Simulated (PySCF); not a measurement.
**Pb2O(OH)2: other spin states and a change of charge**

Aim: at the relaxed geometry of Pb2O(OH)2, try other spin states and a change of charge. The species was built from a template and needn't be a known compound.

Method: PBE0, Pb def2-SVP with ECP60, O def2-SVP, H def2-SVP; scalar-relativistic core potentials, no spin–orbit coupling; program: PySCF 2.14.0.

4 further runs of the same task are left out: 2 for a known fault of the program, 2 that didn't finish.

**1. The starting structure**

7 atoms, charge 0, spin multiplicity 1.

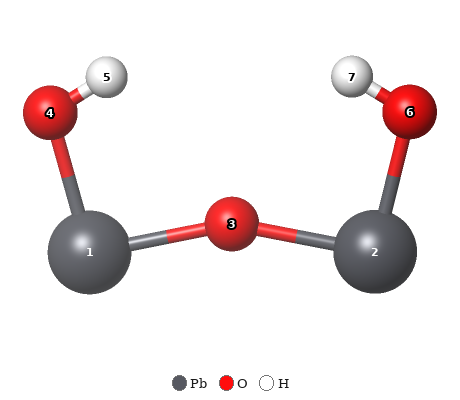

The structure; lead dark grey, oxygen red, hydrogen white; atoms are numbered from 1 in the order of the file.

Geometry (Å):

```mol
H2O3Pb2
  3D, bonds by distance, orders not assigned

  7  6  0  0  0  0  0  0  0  0999 V2000
   -1.2723    0.0000    2.0503 Pb  0  0
   -1.2723   -0.0000   -2.0503 Pb  0  0
   -0.8632    0.0000    0.0000 O   0  0
    0.7657    0.0000    2.5790 O   0  0
    1.2829    0.0000    1.7617 H   0  0
    0.7657   -0.0000   -2.5790 O   0  0
    1.2829   -0.0000   -1.7617 H   0  0
  1  3  8  0
  1  4  8  0
  2  3  8  0
  2  6  8  0
  4  5  8  0
  6  7  8  0
M  END
```

Formal oxidation states: Pb +2. An earlier session relaxed this geometry at PBE0, Pb def2-SVP with ECP60, O def2-SVP, H def2-SVP (singlet, point group C2v).

Its energy there is -612.257614 Eh.

**2. Multiplicity 3 at the relaxed geometry**

run.py (the lines that set the calculation) reads:

```python
mol = gto.M(atom='''
Pb    -1.27228     0.00000     2.05026
Pb    -1.27228     0.00000    -2.05026
O     -0.86316     0.00000     0.00000
O      0.76570     0.00000     2.57901
H      1.28286     0.00000     1.76166
O      0.76570     0.00000    -2.57901
H      1.28286     0.00000    -1.76166''',
    basis={'Pb': 'def2-SVP', 'O': 'def2-SVP', 'H': 'def2-SVP'},
    ecp={'Pb': 'def2-SVP'},
    charge=0, spin=2)
mf = dft.UKS(mol, xc='PBE0')
mf.grids.atom_grid = (50, 194)
mf = mf.density_fit()  # fitting sets: Pb def2-universal-JKFIT, O def2-universal-JKFIT, H def2-universal-JKFIT
mf.conv_tol = 1e-08; mf.max_cycle = 55
mf.kernel(dm0)  # dm0: free metal ions and neutral atoms
```

Command:

```sh
$ OMP_NUM_THREADS=2 python run.py
```

Log:

```text
init E= -629.575939915056
  HOMO = 0.0764788482506  LUMO = 0.08481767077  gap/eV = 0.22691
cycle= 1 E= -596.19454515022  delta_E= 33.4  |g|= 4.17  |ddm|= 6.15
  HOMO = -0.425535381601  LUMO = -0.418258338024  gap/eV = 0.19802
cycle= 2 E= -508.441158370228  delta_E= 87.8  |g|= 12.6  |ddm|= 16.1
cycle= 3 E= -601.467583607043  delta_E=  -93  |g|=  4.2  |ddm|= 13.4
cycle= 4 E= -610.781731078063  delta_E= -9.31  |g|= 1.33  |ddm|= 4.06
cycle= 5 E= -611.182765327377  delta_E= -0.401  |g|= 1.38  |ddm|=  3.3
cycle= 6 E= -611.633406409594  delta_E= -0.451  |g|= 1.01  |ddm|= 1.96
cycle= 7 E= -612.126328503541  delta_E= -0.493  |g|= 0.131  |ddm|= 0.744
cycle= 8 E= -612.133638469236  delta_E= -0.00731  |g|= 0.0696  |ddm|= 0.116
cycle= 9 E= -612.136232977839  delta_E= -0.00259  |g|= 0.00958  |ddm|= 0.0727
cycle= 10 E= -612.136289436478  delta_E= -5.65e-05  |g|= 0.00576  |ddm|= 0.014
cycle= 11 E= -612.136308839178  delta_E= -1.94e-05  |g|= 0.00342  |ddm|= 0.00743
cycle= 12 E= -612.136317324762  delta_E= -8.49e-06  |g|= 0.000885  |ddm|= 0.00556
cycle= 13 E= -612.136318068686  delta_E= -7.44e-07  |g|= 0.000618  |ddm|= 0.00206
cycle= 14 E= -612.136318357487  delta_E= -2.89e-07  |g|= 0.000308  |ddm|= 0.00125
cycle= 15 E= -612.136318415437  delta_E= -5.79e-08  |g|= 0.000169  |ddm|= 0.000699
cycle= 16 E= -612.136318432931  delta_E= -1.75e-08  |g|= 7.37e-05  |ddm|= 0.000292
cycle= 17 E= -612.136318437163  delta_E= -4.23e-09  |g|= 1.04e-05  |ddm|= 0.000172
Extra cycle  E= -612.136318436999  delta_E= 1.64e-10  |g|= 2.34e-05  |ddm|= 2.69e-05
converged SCF energy = -612.136318436999  <S^2> = 2.0164481  2S+1 = 3.0109454
```

Run time: 5 s. Hardware: 2 threads of Arm Neoverse V2, shared host.

It gives: E = -612.136318 Eh (+3.301 eV from the relaxed state), HOMO -3.53 eV, LUMO -5.38 eV (over both spins), ⟨S²⟩ = 2.016, Mulliken charge on Pb1 +0.59 e. An empty level of one spin lies below a filled level of the other.

**3. One electron removed, multiplicity 2**

run.py (the lines that set the calculation): that of step 2 with these lines changed.

```diff
@@ -10,3 +10,3 @@
     ecp={'Pb': 'def2-SVP'},
-    charge=0, spin=2)
+    charge=1, spin=1)
 mf = dft.UKS(mol, xc='PBE0')
@@ -15,2 +15,2 @@
 mf.conv_tol = 1e-08; mf.max_cycle = 55
-mf.kernel(dm0)  # dm0: free metal ions and neutral atoms
+mf.kernel(dm0)  # dm0: the density of the relaxed state
```

Command:

```sh
$ OMP_NUM_THREADS=2 python run.py
```

Log:

```text
init E= -612.262034711647
  HOMO = -0.255269793516  LUMO = -0.245439386291  gap/eV = 0.26750
cycle= 1 E= -611.892752598812  delta_E= 0.369  |g|= 0.315  |ddm|= 0.789
  HOMO = -0.48697081968  LUMO = -0.457361340424  gap/eV = 0.80571
cycle= 2 E= -611.693039262952  delta_E=  0.2  |g|= 0.749  |ddm|= 0.887
  HOMO = -0.461661149035  LUMO = -0.396541820639  gap/eV = 1.77199
cycle= 3 E= -611.936783751568  delta_E= -0.244  |g|= 0.156  |ddm|= 0.63
  HOMO = -0.445267243265  LUMO = -0.38401978141  gap/eV = 1.66663
cycle= 4 E= -611.944227075635  delta_E= -0.00744  |g|= 0.0703  |ddm|= 0.162
  HOMO = -0.443756162925  LUMO = -0.374469379437  gap/eV = 1.88539
cycle= 5 E= -611.946789159394  delta_E= -0.00256  |g|= 0.0297  |ddm|= 0.0982
  HOMO = -0.443378834724  LUMO = -0.372747625233  gap/eV = 1.92197
cycle= 6 E= -611.947252063182  delta_E= -0.000463  |g|= 0.0132  |ddm|= 0.0316
  HOMO = -0.443845743974  LUMO = -0.37181612103  gap/eV = 1.96003
cycle= 7 E= -611.947387081367  delta_E= -0.000135  |g|= 0.00566  |ddm|= 0.0241
  HOMO = -0.44472385789  LUMO = -0.371797321765  gap/eV = 1.98443
cycle= 8 E= -611.947419163673  delta_E= -3.21e-05  |g|= 0.00303  |ddm|= 0.015
  HOMO = -0.445109270825  LUMO = -0.371830309742  gap/eV = 1.99402
cycle= 9 E= -611.947427723122  delta_E= -8.56e-06  |g|= 0.000659  |ddm|= 0.00799
  HOMO = -0.445246266131  LUMO = -0.371807927037  gap/eV = 1.99836
cycle= 10 E= -611.947428457707  delta_E= -7.35e-07  |g|= 9.49e-05  |ddm|= 0.00309
  HOMO = -0.445268320933  LUMO = -0.371812959182  gap/eV = 1.99882
cycle= 11 E= -611.94742847898  delta_E= -2.13e-08  |g|= 5.17e-05  |ddm|= 0.00045
  HOMO = -0.445270720956  LUMO = -0.371814195817  gap/eV = 1.99885
cycle= 12 E= -611.947428480824  delta_E= -1.84e-09  |g|= 1.08e-05  |ddm|= 7.9e-05
  HOMO = -0.445271090303  LUMO = -0.371816756001  gap/eV = 1.99879
Extra cycle  E= -611.947428480478  delta_E= 3.45e-10  |g|= 3.07e-05  |ddm|= 3.19e-05
converged SCF energy = -611.947428480478  <S^2> = 0.77007713  2S+1 = 2.0199774
```

It took 3.7 s on 2 threads of Arm Neoverse V2, shared host.

Result: E = -611.947428 Eh (+8.441 eV from the relaxed state), HOMO -12.12 eV, LUMO -10.12 eV (over both spins), ⟨S²⟩ = 0.770, Mulliken charge on Pb1 +1.02 e. 

**4. One electron added, multiplicity 2**

run.py (the lines that set the calculation): that of step 3 with these lines changed.

```diff
@@ -10,3 +10,3 @@
     ecp={'Pb': 'def2-SVP'},
-    charge=1, spin=1)
+    charge=-1, spin=1)
 mf = dft.UKS(mol, xc='PBE0')
```

Command:

```sh
$ OMP_NUM_THREADS=2 python run.py
```

Log:

```text
init E= -612.261789166766
  HOMO = -0.0758937268129  LUMO = -0.0727958298252  gap/eV = 0.08430
cycle= 1 E= -612.265641621767  delta_E= -0.00385  |g|= 0.0972  |ddm|= 0.863
  HOMO = 0.0574081793513  LUMO = 0.121182602384  gap/eV = 1.73539
cycle= 2 E= -612.270511668728  delta_E= -0.00487  |g|= 0.0993  |ddm|= 0.509
  HOMO = 0.0440031347118  LUMO = 0.10921935405  gap/eV = 1.77462
cycle= 3 E= -612.273259323909  delta_E= -0.00275  |g|= 0.0758  |ddm|= 0.164
  HOMO = 0.0410325477479  LUMO = 0.106968626032  gap/eV = 1.79421
cycle= 4 E= -612.275675627395  delta_E= -0.00242  |g|= 0.0151  |ddm|= 0.0641
  HOMO = 0.0387094767678  LUMO = 0.105942276314  gap/eV = 1.82950
cycle= 5 E= -612.275824513618  delta_E= -0.000149  |g|= 0.00602  |ddm|= 0.0196
  HOMO = 0.0385983742939  LUMO = 0.106172113241  gap/eV = 1.83878
cycle= 6 E= -612.275851665934  delta_E= -2.72e-05  |g|= 0.00339  |ddm|= 0.00785
  HOMO = 0.0382365622743  LUMO = 0.106533905773  gap/eV = 1.85847
cycle= 7 E= -612.27587666526  delta_E= -2.5e-05  |g|= 0.000962  |ddm|= 0.011
  HOMO = 0.0381749987074  LUMO = 0.106695287996  gap/eV = 1.86453
cycle= 8 E= -612.275879467657  delta_E= -2.8e-06  |g|= 0.000287  |ddm|= 0.00492
  HOMO = 0.038168951773  LUMO = 0.10668753439  gap/eV = 1.86449
cycle= 9 E= -612.275879542347  delta_E= -7.47e-08  |g|= 7.02e-05  |ddm|= 0.000592
  HOMO = 0.0381675244421  LUMO = 0.106678441168  gap/eV = 1.86428
cycle= 10 E= -612.275879550047  delta_E= -7.7e-09  |g|= 2.4e-05  |ddm|= 0.000168
  HOMO = 0.0381683749192  LUMO = 0.106678863843  gap/eV = 1.86427
Extra cycle  E= -612.275879551026  delta_E= -9.8e-10  |g|= 1.6e-05  |ddm|= 5.88e-05
converged SCF energy = -612.275879551026  <S^2> = 0.76404379  2S+1 = 2.0139948
```

Run time: 2.9 s. Hardware: 2 threads of Arm Neoverse V2, shared host.

Read off: E = -612.275880 Eh (-0.497 eV from the relaxed state), HOMO 1.04 eV, LUMO 2.44 eV (over both spins), ⟨S²⟩ = 0.764, Mulliken charge on Pb1 +0.32 e. The highest filled level lies above zero; it isn't the detachment energy.

**5. The states side by side**

| state | energy from the relaxed state (eV) | ⟨S²⟩ | time |
| --- | --- | --- | --- |
| charge 0, singlet, vacuum (relaxed) | 0 | 0.00 |  |
| charge -1, doublet, vacuum | -0.50 | 0.76 | 2.9 s |
| charge 0, triplet, vacuum | 3.30 | 2.02 | 5 s |
| charge +1, doublet, vacuum | 8.44 | 0.77 | 3.7 s |

An electron taken off or put on is at rest in vacuum. 

Removing an electron vertically costs 8.44 eV (doublet), against −HOMO = 6.81 eV. Adding an electron vertically releases 0.50 eV (doublet). The triplet lies 3.30 eV above at this geometry. These are double-zeta-type bases without diffuse functions. Spin–orbit coupling is left out.
